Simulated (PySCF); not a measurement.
C2H9FN2Si2

```xyz
16

N     2.4973   -0.8600    0.2438
Si    1.0719   -0.1714   -0.4376
F     1.3976   -0.3110   -2.0258
C    -0.4350   -1.2632   -0.0100
C    -1.6815   -0.3823   -0.0954
N    -1.4269    0.9288    0.4870
Si    0.0138    1.7910    0.0951
H     3.3762   -0.6513   -0.1998
H     2.6064   -0.8932    1.2426
H    -0.5545   -2.1242   -0.6647
H    -0.3371   -1.6415    1.0071
H    -2.5132   -0.8447    0.4469
H    -1.9879   -0.2938   -1.1489
H    -2.2776    1.4161    0.7201
H     0.3727    2.5249    1.3151
H    -0.1298    2.7849   -0.9870
```

Geometry: GFN2-xTB.

Level of theory: PySCF, PBE0/pcSseg-1, SCF density, gas phase, non-relativistic.

### What will maps of the electron density and electron localisation function show?

Si–F (1.63 Å): the density is about 1 e/Å³ at the midpoint; the ELF peaks at about 0.85 in the valence shell of F, 0.6 Å from its nucleus, and is about 0.55 at the midpoint.
Si–N (1.72 Å): ρ is about 1.1 e/Å³ halfway; the ELF peaks at about 0.90 between the atoms (a polar covalent bond).

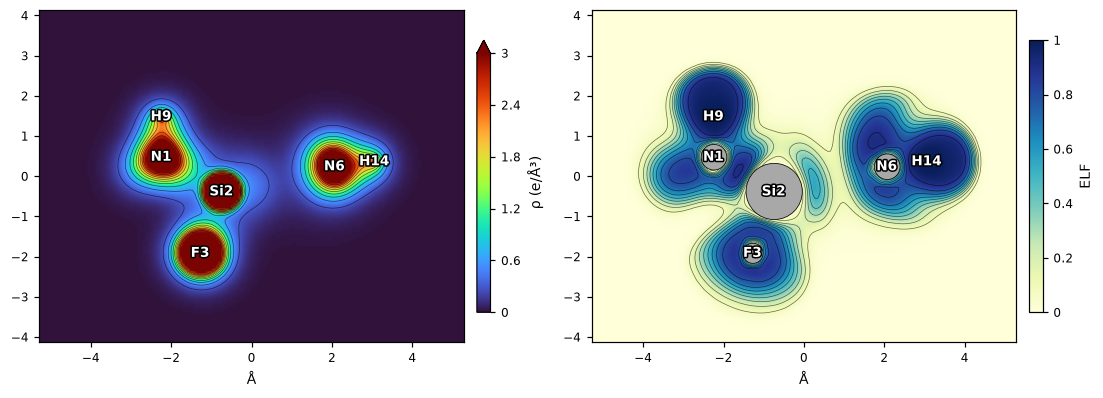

Computed electron density and electron localisation function on the plane of atoms Si2, N1 and H9, in this order. Grey discs cover the atomic cores in the ELF map. 
